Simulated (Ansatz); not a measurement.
**SnS (SMILES [S][Sn]) at wB97M-V/STO-3G**

Aim: the electronic atomisation energy of SnS at wB97M-V/STO-3G, from 3 runs. 

The calculation is run with Ansatz 0.2.0.

53 further runs of the same task are left out: 19 that didn't finish, 34 set aside as unsound or not needed.

## 1. The molecule

SnS: 2 atoms, total charge 0, spin state singlet. As SMILES, `[S][Sn]`. Geometry: the measured bond length.

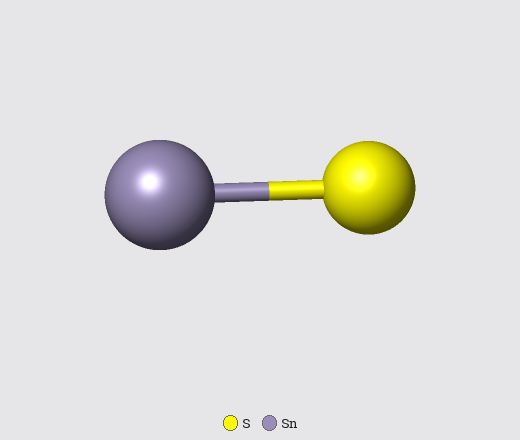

The structure, seen from a chosen angle (sulfur yellow, tin purple).

## 2. A single-point energy at wB97M-V/STO-3G

run.yaml

```yaml
crystal:
  periodic: [false, false, false]
  atoms:
    - {symbol: S, position_ang: [0.000000, 0.000000, 0.000000]}
    - {symbol: Sn, position_ang: [0.000000, 0.000000, 2.209026]}
basis:
  gaussian:
    orbitals: STO-3G
total_charge: 0
magnetization:
  spin_polarized: false
hamiltonian:
  xc: {name: wB97M-V}
accuracy: high
```

Run with:

```sh
ansatz run run.yaml --threads 1 --pin off --max-ram 2610MiB --events-out events.jsonl --progress --plain --runs-dir runs
```

Standard output:

```text
Warning: RAYON_NUM_THREADS=1 ignored (pool sized by the plan → 1); use --threads N
Functional definition: wB97M-V
  name "wB97M-V"
  parameter omega = 0.3/bohr
  parameter cx = 0.15
  parameter cx01 = 1.007
  parameter cx10 = 0.259
  parameter css00 = 0.443
  parameter css04 = -1.437
  parameter css10 = -4.535
  parameter css20 = -3.390
  parameter css43 = 4.278
  parameter cos00 = 1.000
  parameter cos10 = 1.358
  parameter cos20 = 2.924
  parameter cos21 = -8.812
  parameter cos60 = -1.390
  parameter cos61 = 9.142
  parameter b = 6.0
  parameter c = 0.01
  gx(w, u) = 1 - cx + cx01*u + cx10*w
  gss(w, u) = css00 + css04*u^4 + css10*w + css20*w^2 + css43*w^4*u^3
  gos(w, u) = cos00 + cos10*w + (cos20 + cos21*u)*w^2 + (cos60 + cos61*u)*w^6
  exchange = spin_sum(e_x_unif_sr(omega)*gx(b97_w, b97_u_x)) + cx*exact_x_sr(omega) + exact_x_lr(omega)
  correlation = spin_sum(e_c_pw_mod_same_spin*gss(b97_w, b97_u_same))
      + integral(e_c_pw_mod_opposite_spin*gos(b97_w_opposite, b97_u_opposite)) + vv10(b, c)
635 factors; integrals over basis functions are off by at most 1.2e-8 eV
125 factors; integrals over basis functions are off by at most 9.9e-10 eV
mean field evaluation 1: about -173040.5811 eV, gradient 2.3e1 eV
mean field evaluation 2: about -173030.0583 eV, gradient 6.1e1 eV
mean field evaluation 4: about -173043.8384 eV, gradient 7.3e-1 eV
mean field evaluation 8: about -173043.8278 eV, gradient 5.0e-3 eV
mean field evaluation 16: about -173043.8278 eV, gradient 2.0e-7 eV
mean field -173043.82778299 eV, -6359.2433777056 hartree, gradient 4.3e-8 eV, S^2 0.000000; 0 other end points of the search recorded, 0 dependent functions left out
reference -173043.82778500 eV, -6359.2433777795 hartree; 33, 33 occupied and 3, 3 virtual orbitals, 635 factors
Total energy: -173043.82778500 eV, -6359.2433777795 hartree
```

It took 18 s on 1 thread of Arm Neoverse V1, shared host; peak memory 0.26 GiB.

## 3. The S atom at the same level

molecule.yaml

```yaml
crystal:
  periodic: [false, false, false]
  atoms:
    - {symbol: S, position_ang: [0.000000, 0.000000, 0.000000]}
basis:
  gaussian: {orbitals: STO-3G}
hamiltonian: {xc: {name: wB97M-V}}
accuracy: high
magnetization: {spin_polarized: true, initial_magnetization: 2}
```

Run with:

```sh
ansatz run molecule.yaml --threads 1 --pin off --max-ram 2610MiB --events-out events.jsonl --progress --plain --runs-dir runs
```

Standard output, shortened:

```text
Warning: RAYON_NUM_THREADS=1 ignored (pool sized by the plan → 1); use --threads N
[... 2 set-up lines as earlier in the session ...]
[...]
  gx(w, u) = 1 - cx + cx01*u + cx10*w
  gss(w, u) = css00 + css04*u^4 + css10*w + css20*w^2 + css43*w^4*u^3
  gos(w, u) = cos00 + cos10*w + (cos20 + cos21*u)*w^2 + (cos60 + cos61*u)*w^6
[...]
      + integral(e_c_pw_mod_opposite_spin*gos(b97_w_opposite, b97_u_opposite)) + vv10(b, c)
42 factors; integrals over basis functions are off by at most 2.4e-9 eV
23 factors; integrals over basis functions are off by at most 1.2e-9 eV
[...]
mean field -10713.38814719 eV, -393.7097526141 hartree, gradient 6.3e-8 eV, S^2 2.000000; 0 other end points of the search recorded, 0 dependent functions left out
reference -10713.38814830 eV, -393.7097526548 hartree; 9, 7 occupied and 0, 2 virtual orbitals, 42 factors
Total energy: -10713.38814830 eV, -393.7097526548 hartree
```

Wall time 3 s (1 thread of Arm Neoverse V1, shared host); peak memory 0.21 GiB.

## 4. The Sn atom at the same level

molecule.yaml

```yaml
crystal:
  periodic: [false, false, false]
  atoms:
    - {symbol: Sn, position_ang: [0.000000, 0.000000, 0.000000]}
basis:
  gaussian: {orbitals: STO-3G}
magnetization: {spin_polarized: true, initial_magnetization: 2}
accuracy: high
hamiltonian: {xc: {name: wB97M-V}}
```

Run the same way, it converges to -5965.29345 Eh (log not shown).

## 5. Summary of results

Level: wB97M-V/STO-3G.

| quantity | value |
| --- | --- |
| molecule: total energy | -6359.24338 Eh |
| S atom: total energy | -393.70975 Eh |
| S atom: ⟨S²⟩ | 2.000 |
| Sn atom: total energy | -5965.29345 Eh |
| Sn atom: ⟨S²⟩ | 2.000 |
| electronic atomisation energy | 6.536 eV |

What this shows: Taking the molecule apart into free atoms costs 6.54 eV (151 kcal/mol), before zero-point energy and without spin-orbit coupling. In a minimal basis such a difference can be off by several eV, whatever the method. Relativity is left out (molecule) although the molecule holds a heavy atom. Relativity is left out (Sn atom) although the molecule holds a heavy atom.
